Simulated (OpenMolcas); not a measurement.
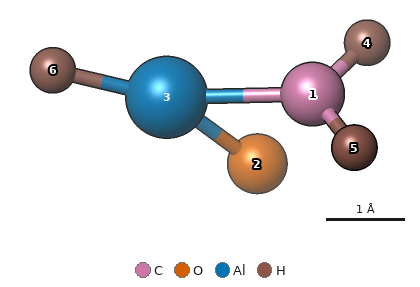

**Figure 1.** The input geometry (ball-and-stick view, seen at a tilt; atoms are numbered from 1 in the order of the input). Sticks mark near contacts. Bond lengths as drawn: Al–C 1.90 Å, Al–H 1.51 Å, Al–O 1.66 Å and C–H 1.09 Å.

## Spin-orbit calculation, with input and output: CH3AlO (part 1 of 4)

System: CH3AlO.
Method: CASPT2/ANO-RCC-VDZ, DKH2 (OpenMolcas 26.06).

The geometry comes from this level: GFN2-xTB.

### Output
```
--- Start Module: gateway ---

                                              &GATEWAY

                       available to each process: 1.9 GB of memory, 1 thread

++    Symmetry information:
      ---------------------

                    Character Table for C1

                             E
                    a        1  x, y, xy, Rz, z, xz, Ry, yz, Rx, I
--

++    Basis set information:
      ----------------------

      Basis set label: C.ANO-RCC...3S2P.

      Electronic valence basis set:
      ------------------
      Associated Effective Charge   6.000000 au
      Associated Actual Charge      6.000000 au
      Nuclear Model: Point charge

      Shell  nPrim  nBasis  Cartesian Spherical Contaminant
         s      14       3        X
         p       9       2        X

      Basis set label: O.ANO-RCC...3S2P.

      Electronic valence basis set:
      ------------------
      Associated Effective Charge   8.000000 au
      Associated Actual Charge      8.000000 au
      Nuclear Model: Point charge

      Shell  nPrim  nBasis  Cartesian Spherical Contaminant
         s      14       3        X
         p       9       2        X

      Basis set label: AL.ANO-RCC...4S3P.

      Electronic valence basis set:
      ------------------
      Associated Effective Charge  13.000000 au
      Associated Actual Charge     13.000000 au
      Nuclear Model: Point charge

      Shell  nPrim  nBasis  Cartesian Spherical Contaminant
         s      17       4        X
         p      12       3        X

      Basis set label: H.ANO-RCC...2S.

      Electronic valence basis set:
      ------------------
      Associated Effective Charge   1.000000 au
      Associated Actual Charge      1.000000 au
      Nuclear Model: Point charge

      Shell  nPrim  nBasis  Cartesian Spherical Contaminant
         s       8       2        X
--

++    Molecular structure info:
      -------------------------

                    ************************************************
                    **** Cartesian Coordinates / bohr, angstrom ****
                    ************************************************

     Center  Label                x              y              z                     x              y              z
        1      C1              -0.029688      -0.438851      -1.491202             -0.015710      -0.232230      -0.789110
        2      O2               0.455008      -1.890973       1.134270              0.240780      -1.000660       0.600230
        3      AL3             -0.086568       1.132248       1.733257             -0.045810       0.599160       0.917200
        4      H4              -1.648805      -1.342367      -2.379411             -0.872510      -0.710350      -1.259130
        5      H5               1.655211      -0.708043      -2.637264              0.875900      -0.374680      -1.395580
        6      H6              -0.345158       3.247967       3.640350             -0.182650       1.718750       1.926390

                    ***************************************
                    *    InterNuclear Distances / bohr    *
                    ***************************************

               1 C1            2 O2            3 AL3           4 H4            5 H5            6 H6
    1 C1       0.000000
    2 O2       3.039193        0.000000
    3 AL3      3.587300        3.129211        0.000000
    4 H4       2.055918        4.131943        5.047607        0.000000
    5 H5       2.055433        4.130894        5.051922        3.374223        0.000000
    6 H6       6.326529        5.773163        2.860094        7.681678        7.685045        0.000000

                    *******************************************
                    *    InterNuclear Distances / angstrom    *
                    *******************************************

               1 C1            2 O2            3 AL3           4 H4            5 H5            6 H6
    1 C1       0.000000
    2 O2       1.608272        0.000000
    3 AL3      1.898317        1.655907        0.000000
    4 H4       1.087945        2.186530        2.671079        0.000000
    5 H5       1.087688        2.185975        2.673362        1.785562        0.000000
    6 H6       3.347855        3.055026        1.513496        4.064969        4.066751        0.000000

                    **************************************
                    *    Valence Bond Angles / degree    *
                    **************************************
                          Atom centers                 Phi
                      4 H4       1 C1       5 H5       110.31
--

            Nuclear Potential Energy             93.06735557 au

--- Stop Module: gateway /rc=_RC_ALL_IS_WELL_ ---

--- Start Module: seward ---

                                              &SEWARD

                       available to each process: 1.9 GB of memory, 1 thread

               SEWARD will generate:
                  Multipole Moment integrals up to order  2
                  Kinetic Energy integrals
                  Nuclear Attraction integrals (point charge)
                  One-Electron Hamiltonian integrals
                  Velocity integrals
                  Relativistic Douglas-Kroll-Hess integrals:
                    - Parametrization         : EXP
                    - DKH order of Hamiltonian: 2
                    - DKH order of Properties : 0
                         - multipole moment operators
                         - electric potential operators
                         - contact operators
                  Orbital angular momentum around (  0.0000   0.0000   0.0000 )
                  Velocity quadrupole around (  0.0732  -0.0647   0.7867 )
                  Atomic mean-field integrals
                  Two-Electron Repulsion integrals

                   Integrals are discarded if absolute value <: 1.00E-14
                   Integral cutoff threshold is set to       <: 1.00E-16

            Nuclear Potential Energy             93.06735557 au

      Basis set specifications :
      Symmetry species         a
      Basis functions           37

--- Stop Module: seward /rc=_RC_ALL_IS_WELL_ ---
--- Module seward spent 1 second ---

--- Start Module: rasscf ---

                                              &RASSCF

                       available to each process: 1.9 GB of memory, 1 thread

      Header of the ONEINT file:
      --------------------------

      OrdInt status: non-squared

      Cartesian coordinates in angstrom:
      -----------------------------------------------------
      No.  Label        X            Y            Z
      -----------------------------------------------------
       1   C1        -0.01571000  -0.23223000  -0.78911000
       2   O2         0.24078000  -1.00066000   0.60023000
       3   AL3       -0.04581000   0.59916000   0.91720000
       4   H4        -0.87251000  -0.71035000  -1.25913000
       5   H5         0.87590000  -0.37468000  -1.39558000
       6   H6        -0.18265000   1.71875000   1.92639000
      -----------------------------------------------------
      Nuclear repulsion energy =   93.06735557

++    Wave function specifications:
      -----------------------------

      Number of closed shell electrons          24
      Number of electrons in active shells       6
      Max number of holes in RAS1 space          0
      Max nr of electrons in RAS3 space          0
      Number of inactive orbitals               12
      Number of active orbitals                  6
      Number of secondary orbitals              19
      Spin quantum number                      0.0
      State symmetry                             1
--

++    Orbital specifications:
      -----------------------

      Symmetry species                           1
                                                 a
      Frozen orbitals                            0
      Inactive orbitals                         12
      Active orbitals                            6
      RAS1 orbitals                              0
      RAS2 orbitals                              6
      RAS3 orbitals                              0
      Secondary orbitals                        19
      Deleted orbitals                           0
      Number of basis functions                 37
--

++    CI expansion specifications:
      ----------------------------

      Number of CSFs                           175
      Number of spin combinations              210
      Number of determinants                   400
      Number of root(s) required                 1
      Root chosen for geometry opt.              1
      CI root used                               1

      highest root included in the CI            1
      max. size of the explicit Hamiltonian    175
--

++    Optimization specifications:
      ----------------------------

      RASSCF algorithm: Conventional
      Maximum number of macro iterations       200
      Maximum number of SX iterations          100
      Threshold for RASSCF energy            1.000E-08
      Threshold for max MO rotation          1.000E-01
      Threshold for max BLB element          1.000E-04
      Level shift parameter                  5.000E-01
      Make Quasi-Newton update
--

      The MO-coefficients are taken from the file:
      step2.RasOrb
      Title: RASSCF average (pseudo-natural) orbitals

      Total molecular charge    0.00

      ************************************************************************************************************************
      *                                            Wave function control section                                             *
      ************************************************************************************************************************

                                         RASSCF iterations: Energy and convergence statistics
                                         ----------------------------------------------------

          iter iter root      energy       change     param      element    value   shift minimum  type update hh:mm:ss
 Nr of preliminary CI iterations:   1
        1   1    5    1  -356.85970778    0.00E+00   4.23E-05   11  29 1 -2.76E-05   0.00   0.00    SX    NO    0:00:00
        2   1    5    1  -356.85970778   -4.13E-09   3.40E-05    8  36 1  1.66E-05   0.00   0.00    SX    NO    0:00:00
        3   1    5    1  -356.85970778   -6.75E-10   2.36E-05   11  29 1 -1.81E-05   0.00   0.00    SX    NO    0:00:00
        4   1    5    1  -356.85970778   -1.00E-09   1.85E-05    8  36 1  1.30E-05   0.00   0.00    SX    NO    0:00:00
      Convergence after  4 iterations
        5   1    5    1  -356.85970778   -2.14E-10   1.85E-05   11  29 1 -1.30E-05   0.00   0.00    SX    NO    0:00:00

      ************************************************************************************************************************
                                                      Wave function printout:
                       occupation of active orbitals, and spin coupling of open shells (u,d: Spin up or down)
      ************************************************************************************************************************

      Note: transformation to natural orbitals
      has been made, which may change the order of the CSFs.

      printout of CI-coefficients larger than  0.05 for root  1
      energy=    -356.859708
      conf/sym  111111     Coeff  Weight
             1  222000  -0.97619 0.95294
            13  220020   0.06894 0.00475
            27  u2d0ud  -0.08091 0.00655
            29  202200   0.15852 0.02513
            46  022002   0.05916 0.00350

      Natural orbitals and occupation numbers for root  1
      sym 1:   1.981552   1.945020   1.977910   0.055220   0.019979   0.020317

      ************************************************************************************************************************
      *                                                    Final results                                                     *
      ************************************************************************************************************************

++    Final optimization conditions:
      ------------------------------

      Average CI energy                            -356.85970778
      RASSCF energy for state  1                   -356.85970778
      Super-CI energy                                -0.00000000
      RASSCF energy change                           -0.00000000
      Max change in MO coefficients              -1.744E-05
      Max non-diagonal density matrix element     1.845E-05
      Maximum BLB matrix element                 -1.301E-05
      (orbital pair  11,  29 in symmetry   1)
      Norm of electronic gradient            2.664E-05
--

      Final state energy(ies):
      ------------------------

::    RASSCF root number  1 Total energy:   -356.85970778
      Von Neumann Entropy (Root   1) =  0.34483

      Mulliken population analysis for root number:  1
      -----------------------------------------------

++    Molecular charges:
      ------------------

      Mulliken charges per centre
      ---------------------------

                C1      O2      AL3     H4      H5      H6
      Total    6.4187  8.8292 11.9242  0.9097  0.9099  1.0083

      N-E     -0.4187 -0.8292  1.0758  0.0903  0.0901 -0.0083

      Total electronic charge=   30.000000

      Total            charge=   -0.000000
--

      Expectation values of various properties for root number:  1
      -----------------------------------------------------------

++    Molecular properties:
      ---------------------

      Charge (e):
                      =   -0.0000
      Dipole Moment (debye):
      Origin of the operator (angstrom)=    0.0387   -0.0343    0.4163
                   X= -6.5669E-01               Y=  3.7022E+00               Z=  9.0946E-01           Total=  3.8684E+00
      Quadrupole Moment (debye*angstrom):
      Origin of the operator (angstrom)=    0.0387   -0.0343    0.4163
                  XX= -2.2496E+01              XY=  1.6878E+00              XZ= -4.8836E-01              YY= -3.0327E+01
                  YZ=  1.3787E+00              ZZ= -2.4941E+01
      In traceless form (debye*angstrom)
                  XX=  5.1380E+00              XY=  2.5317E+00              XZ= -7.3255E-01              YY= -6.6090E+00
                  YZ=  2.0680E+00              ZZ=  1.4710E+00
--

      LoProp population analysis for root number:  1
      -----------------------------------------------

++    LoProp analysis:
      ----------------

++    Static properties:
      ------------------

      LoProp Charges per center

                   C1       O2       AL3      H4       H5       H6
      Nuclear      6.0000   8.0000  13.0000   1.0000   1.0000   1.0000
      Electronic  -6.3064  -8.7042 -12.1116  -0.8893  -0.8890  -1.0994

      Total       -0.3064  -0.7042   0.8884   0.1107   0.1110  -0.0994
--

      Natural Bond Order analysis for root number:  1

++    Natural Bond Order analysis
      ---------------------------
      Based on LoProp computed density
      -------------------------------------------------------------------------------------
      Atom A       Atom B       Bond Order
      -------------------------------------------------------------------------------------
      NBO located      0.997 non-bonded electrons on atom C1
      NBO located      0.915 non-bonded electrons on atom O2
      NBO located      1.000 non-bonded electrons on atom O2
      NBO located      0.995 non-bonded electrons on atom O2
      NBO located      0.990 non-bonded electrons on atom O2
      NBO located      1.001 non-bonded electrons on atom AL3
      NBO located      1.001 non-bonded electrons on atom AL3
      NBO located      0.996 non-bonded electrons on atom AL3
      NBO located      0.997 non-bonded electrons on atom AL3
      NBO located      0.999 non-bonded electrons on atom AL3
      The remaining    6.243 electrons are to be considered as diffuse
--

--

      Average orbitals are written to the RASORB file
      Natural orbitals for root   1 are written to the RASORB.1 file
      Spin density orbitals for root   1 are written to the SPDORB.1 file

--- Stop Module: rasscf /rc=_RC_ALL_IS_WELL_ ---

--- Start Module: caspt2 ---

                                              &CASPT2

                       available to each process: 1.9 GB of memory, 1 thread

++    Wave function specifications:
      -----------------------------

      Number of closed shell electrons          16
      Number of electrons in active shells       6
      Max number of holes in RAS1 space          0
      Max number of electrons in RAS3 space      0
      Number of inactive orbitals                8
      Number of active orbitals                  6
      Number of secondary orbitals              19
      Spin quantum number                      0.0
      State symmetry                             1
      Number of CSFs                           175
      Number of CASSCF root(s) available         1
      CASPT2 state passed to geometry opt.       1
      A file JOBMIX will be created
      This is a CASSCF or RASSCF reference function
--

++    Orbital specifications:
      -----------------------

      Symmetry species                           1
                                                 a
      Frozen orbitals                            4
      Inactive orbitals                          8
      Active orbitals                            6
      Secondary orbitals                        19
      Deleted orbitals                           0
      Number of basis functions                 37
--
```
